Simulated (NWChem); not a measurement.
**GeSiH5Cl (SMILES [SiH3][GeH2][Cl]): HF/STO-3G**

What is the vertical singlet–triplet gap of GeSiH5Cl at HF/STO-3G? 

The calculation is run with NWChem 7.3.0.

3 further runs of the same task are left out: 2 that didn't finish, 1 set aside as unsound or not needed. Runs told in other sessions of the task aren't counted.

## (1) The structure to begin with

The species is GeSiH5Cl (8 atoms), meant as a singlet with charge 0. SMILES: `[SiH3][GeH2][Cl]`. The shape is that of a PBE0-D4/def2-TZVP optimisation.

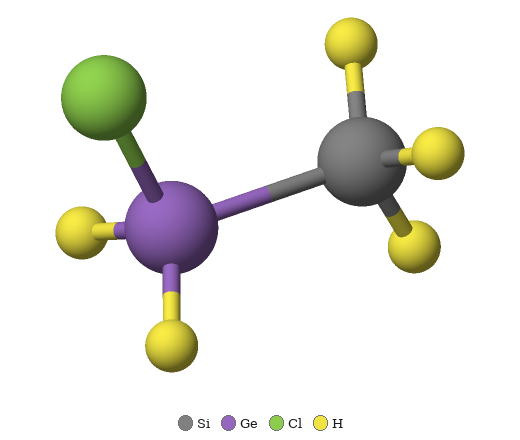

Viewed from a chosen angle; silicon grey, germanium purple, chlorine green, hydrogen yellow.

## (2) Energy and forces at HF/STO-3G

The input, clgeh5si.nw:

```
start clgeh5si
title "ClGeH5Si hf"
memory total 2200 mb

geometry noautosym nocenter noautoz
 Si   -0.863600    0.827300   -0.302500
 Ge    0.738300   -0.882000    0.118400
 Cl    1.963100   -0.183700    1.766200
 H    -1.744900    0.416200   -1.427300
 H    -0.149800    2.078700   -0.658900
 H    -1.678500    1.035600    0.920200
 H     1.703100   -1.135200   -1.051200
 H     0.124600   -2.213900    0.579200
end

basis spherical bse
 * library STO-3G
end

scf
 thresh 1e-08
 maxiter 80
 print low
end

task scf gradient
```

Launch:

```console
$ nwchem clgeh5si.nw > clgeh5si.out
```

Standard output:

```text
[...]
  functions       =    41
[...]
  wavefunction    = RHF
[...]
         Total SCF energy =  -2794.927776598472
      One-electron energy =  -4587.749489507919
      Two-electron energy =   1454.456045215831
 Nuclear repulsion energy =    338.365667693616
        Time for solution =      3.9s
[...]
                         RHF ENERGY GRADIENTS
    atom               coordinates                        gradient
                 x          y          z           x          y          z
   1 Si     -1.631967   1.563370  -0.571642    0.007944  -0.007160   0.002998
   2 Ge      1.395185  -1.666738   0.223744    0.002433   0.024002   0.018246
   3 Cl      3.709721  -0.347143   3.337634    0.000474   0.002700   0.002244
   4 H      -3.297383   0.786504  -2.697206   -0.019183  -0.009937  -0.025140
   5 H      -0.283081   3.928173  -1.245140    0.017048   0.026498  -0.007519
   6 H      -3.171905   1.957000   1.738926   -0.016823   0.003393   0.027458
   7 H       3.218392  -2.145217  -1.986480    0.024068  -0.006064  -0.029819
   8 H       0.235460  -4.183664   1.094529   -0.015961  -0.033432   0.011534
 Task  times  cpu:        6.1s     wall:        6.1s
 Total times  cpu:        6.1s     wall:        6.1s
```

It took 6.9 s on 1 thread of Intel Xeon Platinum 8259CL at 2.50GHz (Skylake/Cascade Lake), shared host; peak memory 0.1 GiB.

## (3) The triplet: a single-point energy at UHF/STO-3G

The input, nw.xyz:

```xyz
8

Si    -0.863600     0.827300    -0.302500
Ge     0.738300    -0.882000     0.118400
Cl     1.963100    -0.183700     1.766200
H     -1.744900     0.416200    -1.427300
H     -0.149800     2.078700    -0.658900
H     -1.678500     1.035600     0.920200
H      1.703100    -1.135200    -1.051200
H      0.124600    -2.213900     0.579200
```

The input, nw.nw:

```
start nw
memory 2200 mb
geometry units angstrom noautosym nocenter noautoz
 load nw.xyz
end
basis spherical bse
 * library STO-3G
end
scf
 nopen 2
 uhf
 thresh 1e-08
 maxiter 80
end
task scf
```

Launch:

```console
$ nwchem nw.nw > nw.out
```

Standard output:

```text
[...]
  functions       =    41
[...]
  wavefunction    = UHF
[...]
         Total SCF energy =  -2794.618053978072
      One electron energy =  -4589.505132714688
      Two electron energy =   1456.521411043000
 Nuclear repulsion energy =    338.365667693616
                       Sz =      1.0000
                 Sz(Sz+1) =      2.0000
                      S^2 =      2.0048
[...]
```

It took 27 s on 1 thread of Intel Xeon Platinum 8259CL at 2.50GHz (Skylake/Cascade Lake), shared host; peak memory 0.098 GiB.

## (4) Summary of results

At HF/STO-3G:

```
                                        quantity           value
                           singlet: total energy  -2794.92778 Eh
               singlet: largest force on an atom      1.995 eV/Å
                           triplet: total energy  -2794.61805 Eh
                          triplet: dipole moment          1.20 D
     triplet: HOMO energy (highest over α and β)        -0.68 eV
      triplet: LUMO energy (lowest over α and β)         0.14 eV
                                   triplet: ⟨S²⟩           2.005
vertical energy of the triplet above the singlet        8.428 eV
```

At this shape the triplet lies 8.43 eV (194 kcal/mol) above the singlet. The largest force (singlet) is 2.00 eV/Å: the shape isn't a stationary point for this species at this level. In a minimal basis such a difference can be off by several eV, whatever the method.
